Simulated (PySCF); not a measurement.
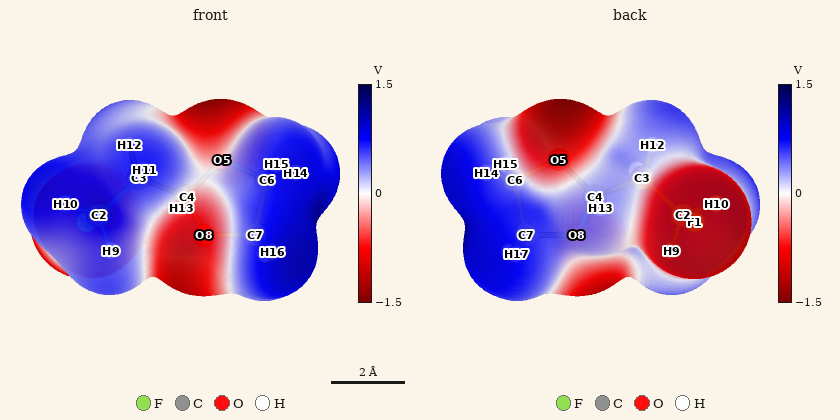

Figure 1: C5H9FO2. The molecular electrostatic potential painted on the density surface at 0.002 e/bohr³, seen from the front and from behind; red is negative and blue positive.

Geometry: GFN2-xTB.

Theory: PBE0/pcSseg-1, SCF density, gas phase, non-relativistic in PySCF 2.14.0.

```xyz
17

F     2.5629   -1.7648   -0.1268
C     2.4331   -0.4104   -0.3223
C     1.3863    0.1644    0.6180
C    -0.0116   -0.3404    0.2667
O    -0.9558    0.1047    1.2218
C    -2.1087    0.5558    0.5351
C    -1.8199    0.2130   -0.9343
O    -0.4132    0.1663   -0.9776
H     2.1411   -0.2666   -1.3665
H     3.4188    0.0266   -0.1341
H     1.3923    1.2511    0.5395
H     1.6004   -0.1238    1.6470
H    -0.0202   -1.4486    0.2503
H    -2.9923    0.0444    0.9251
H    -2.2134    1.6366    0.6855
H    -2.1611    0.9692   -1.6395
H    -2.2457   -0.7653   -1.1977
```

Which sites attract a positive test charge, and which a negative one?

Answer. A positive charge is drawn to the negative regions and a negative charge to the positive ones. The most negative region (about −1.4 V, or −32 kcal/mol for a unit charge) lies over O5, the most positive (about +1.2 V, or +28 kcal/mol for a unit charge) over C6 and C7. O5 is the likeliest acceptor of a hydrogen bond.

What dipole moment does the calculation give?

Answer. Its dipole moment is 2.39 D.
